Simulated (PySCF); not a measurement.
**One shape, several levels: ZnHCl (SMILES [Cl][ZnH])**

Wanted: a comparison of 6 runs (HF/3-21G, HF/def2-SVP, CAM-B3LYP/def2-SVP, TPSS/def2-SVP, BLYP/6-31G**, B3LYP/6-31G*) of ZnHCl. The job is set up through a Python script.

The calculation is run with PySCF 2.14.0.

## Step 1: The system as given

The species is ZnHCl (3 atoms), meant as a singlet with charge 0. As SMILES, `[Cl][ZnH]`. Geometry: relaxed at PBE0-D4/def2-TZVP.

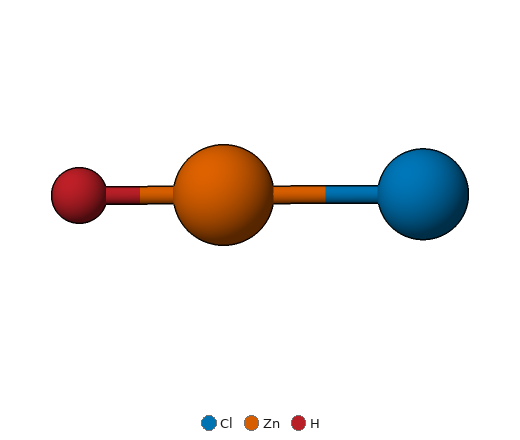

The structure, seen from a chosen angle (chlorine blue, zinc orange, hydrogen red).

## Step 2: Energy and forces at HF/3-21G (run 1)

File calc.py:

```python
import pyscf.grad
from pyscf import gto, scf

system = gto.M(
    atom='''
Cl       1.621600      -0.593300       0.815700
Zn      -0.168900       0.036300      -0.087800
H       -1.463600       0.492300      -0.741100
''',
    basis='3-21g',
    max_memory=1860,
    verbose=4,
    spin=0,
    charge=0,
)

mf = scf.RHF(system)
mf.conv_tol = 1e-10
mf.kernel()
if not mf.converged:
    mf = mf.newton().run(mf.mo_coeff, mf.mo_occ)

e_tot = mf.e_tot
print('Final energy', e_tot)
grad = mf.Gradients().kernel()
mf.analyze()
```

Started as:

```sh
$ OMP_NUM_THREADS=1 python calc.py
```

The log of the run:

```text
PySCF version 2.14.0

[INPUT] num. atoms = 3
[INPUT] num. electrons = 48
[INPUT] charge = 0
[INPUT] spin (= nelec alpha-beta = 2S) = 0
[INPUT] symmetry False subgroup None
[INPUT] Mole.unit = angstrom
[INPUT] Symbol           X                Y                Z      unit          X                Y                Z       unit  Magmom
[INPUT]  1 Cl     1.621600000000  -0.593300000000   0.815700000000 AA    3.064379883595  -1.121174509704   1.541449599808 Bohr   0.0
[INPUT]  2 Zn    -0.168900000000   0.036300000000  -0.087800000000 AA   -0.319174742439   0.068597058322  -0.165917953737 Bohr   0.0
[INPUT]  3 H     -1.463600000000   0.492300000000  -0.741100000000 AA   -2.765803155913   0.930312171123  -1.400476030915 Bohr   0.0

[... 45 lines left out ...]
Final energy -2226.9003814119683
[... 15 lines left out ...]
DFT Exchange-Correlation Energy =      -97.653332976815591
[... 7 lines left out ...]
MO #6   energy= -38.692554365091   occ= 2
[... 5 lines left out ...]
MO #12  energy= -3.8296016367474   occ= 2
[... 5 lines left out ...]
MO #18  energy= -0.73947853362014  occ= 2
[... 5 lines left out ...]
MO #24  energy= -0.443194821473431 occ= 2
[... 5 lines left out ...]
MO #30  energy= 0.226532126982612  occ= 0
[... 5 lines left out ...]
MO #36  energy= 1.02545778862637   occ= 0
[... 5 lines left out ...]
MO #42  energy= 4.23511620194908   occ= 0
[... 48 lines left out ...]
Dipole moment(X, Y, Z, Debye): -2.27806,  0.79956, -1.14956
```

It took 2.1 s on 1 thread of Intel Xeon at 2.70GHz, shared host; peak memory 0.12 GiB.

## Step 3: Energy and forces at HF/def2-SVP (run 2)

File mol.xyz:

```xyz
3

Cl     1.621600    -0.593300     0.815700
Zn    -0.168900     0.036300    -0.087800
H     -1.463600     0.492300    -0.741100
```

File job.py:

```python
# [Cl][ZnH]
from pyscf import gto

system = gto.M(
    atom='mol.xyz',
    basis='def2-svp',
    max_memory=1860,
    verbose=4,
)

myscf = system.RHF()
myscf.conv_tol = 1e-10
myscf.kernel()
if not myscf.converged:
    myscf = myscf.newton().run(myscf.mo_coeff, myscf.mo_occ)

energy = myscf.e_tot
print(f'total energy: {energy:.8f} hartree')
grad = myscf.nuc_grad_method().kernel()
myscf.analyze()
```

Started as:

```sh
$ OMP_NUM_THREADS=1 python job.py
```

The log of the run:

```text
PySCF version 2.14.0

[INPUT] num. atoms = 3
[INPUT] num. electrons = 48
[INPUT] charge = 0
[INPUT] spin (= nelec alpha-beta = 2S) = 0
[INPUT] symmetry False subgroup None
[INPUT] Mole.unit = angstrom
[INPUT] Symbol           X                Y                Z      unit          X                Y                Z       unit  Magmom
[INPUT]  1 Cl     1.621600000000  -0.593300000000   0.815700000000 AA    3.064379883595  -1.121174509704   1.541449599808 Bohr   0.0
[INPUT]  2 Zn    -0.168900000000   0.036300000000  -0.087800000000 AA   -0.319174742439   0.068597058322  -0.165917953737 Bohr   0.0
[INPUT]  3 H     -1.463600000000   0.492300000000  -0.741100000000 AA   -2.765803155913   0.930312171123  -1.400476030915 Bohr   0.0

[... 61 lines left out ...]
Two-electron Energy =                 1022.152513352611550
[... 9 lines left out ...]
MO #6   energy= -38.9851965888217  occ= 2
[... 7 lines left out ...]
MO #14  energy= -3.89905535904051  occ= 2
[... 7 lines left out ...]
MO #22  energy= -0.440312883923256 occ= 2
[... 7 lines left out ...]
MO #30  energy= 0.690645750856628  occ= 0
[... 7 lines left out ...]
MO #38  energy= 1.1669148336774    occ= 0
[... 7 lines left out ...]
MO #46  energy= 1.98006797570275   occ= 0
[... 7 lines left out ...]
MO #54  energy= 7.07867376427876   occ= 0
[... 60 lines left out ...]
Dipole moment(X, Y, Z, Debye): -1.72995,  0.60685, -0.87298
```

Wall time 4.2 s (1 thread of Intel Xeon at 2.70GHz, shared host); peak memory 0.13 GiB.

Runs 3 to 5 aren't shown in full; the table further down has their settings and results.

## Step 4: Energy and gradient at B3LYP/6-31G(d) (Cartesian functions) (run 6)

File input.xyz:

```xyz
3
ClHZn
Cl     1.621600    -0.593300     0.815700
Zn    -0.168900     0.036300    -0.087800
H     -1.463600     0.492300    -0.741100
```

File run.py:

```python
# [Cl][ZnH]
import pyscf.grad
from pyscf import gto, dft

mol = gto.Mole()
mol.atom = 'input.xyz'
mol.charge = 0
mol.verbose = 4
mol.spin = 0
mol.cart = True
mol.basis = '6-31g*'
mol.max_memory = 1860
mol.build()

ks = dft.RKS(mol)
ks.xc = 'b3lyp'
ks.conv_tol = 1e-10
ks.grids.level = 5
ks.kernel()
if not ks.converged:
    ks = ks.newton().run(ks.mo_coeff, ks.mo_occ)

etot = ks.e_tot
print('Final energy', etot)
grad = ks.Gradients().kernel()
dip = ks.dip_moment()
pop, q = ks.mulliken_pop()
```

Started as:

```sh
$ OMP_NUM_THREADS=1 python run.py
```

The log of the run:

```text
PySCF version 2.14.0

[INPUT] num. atoms = 3
[INPUT] num. electrons = 48
[INPUT] charge = 0
[INPUT] spin (= nelec alpha-beta = 2S) = 0
[INPUT] symmetry False subgroup None
[INPUT] Mole.unit = angstrom
[INPUT] Cartesian GTO integrals (6d 10f)
[INPUT] Symbol           X                Y                Z      unit          X                Y                Z       unit  Magmom
[INPUT]  1 Cl     1.621600000000  -0.593300000000   0.815700000000 AA    3.064379883595  -1.121174509704   1.541449599808 Bohr   0.0
[INPUT]  2 Zn    -0.168900000000   0.036300000000  -0.087800000000 AA   -0.319174742439   0.068597058322  -0.165917953737 Bohr   0.0
[INPUT]  3 H     -1.463600000000   0.492300000000  -0.741100000000 AA   -2.765803155913   0.930312171123  -1.400476030915 Bohr   0.0

[... 58 lines left out ...]
converged SCF energy = -2239.95114396053
Final energy -2239.9511439605294
[... 10 lines left out ...]
Dipole moment(X, Y, Z, Debye): -1.65171,  0.57979, -0.83349
[... 64 lines left out ...]
charge of    2H =     -0.09749
```

Run time: 11 s. Hardware: 1 thread of Intel Xeon at 2.70GHz, shared host; peak memory 0.59 GiB.

## Step 5: All runs side by side

```
run                               level  integration grid  Cartesian functions   energy (Eh)  dipole moment (D)  HOMO energy (eV)  LUMO energy (eV)  wall time
  1                            HF/3-21G                 –                   no  -2226.900381               2.67            -12.06              1.44      2.1 s
  2                         HF/def2-SVP                 –                   no  -2237.539556               2.03            -11.77              2.27      4.2 s
  3                  CAM-B3LYP/def2-SVP                 5                   no  -2239.952075               1.84             -9.77              0.77       13 s
  4                       TPSS/def2-SVP                 5                   no  -2239.861663               1.73             -7.20             -0.81       12 s
  5  BLYP/6-31G** (spherical functions)                 5                   no  -2239.943076               1.77             -7.21             -1.16       12 s
  6  B3LYP/6-31G* (Cartesian functions)                 5                  yes  -2239.951144               1.94             -8.48             -0.77       11 s
```

## Step 6: Results

| quantity | value |
| --- | --- |
| run 6: total energy | -2239.95114 Eh |
| run 6: dipole moment | 1.94 D |
| run 6: HOMO energy | -8.48 eV |
| run 6: LUMO energy | -0.77 eV |
| run 6: HOMO–LUMO gap | 7.71 eV |
| run 6: largest force on an atom | 0.308 eV/Å |

**Reading.** The dipole moment (its size) runs from 1.73 D (TPSS/def2-SVP) to 2.67 D (HF/3-21G). The two ends differ in method and basis. The HOMO–LUMO gap runs from 6.05 eV (BLYP/6-31G**) to 14.04 eV (HF/def2-SVP). Totals of different functionals can't be ranked against each other. All runs together took 56 s, the longest 13 s.
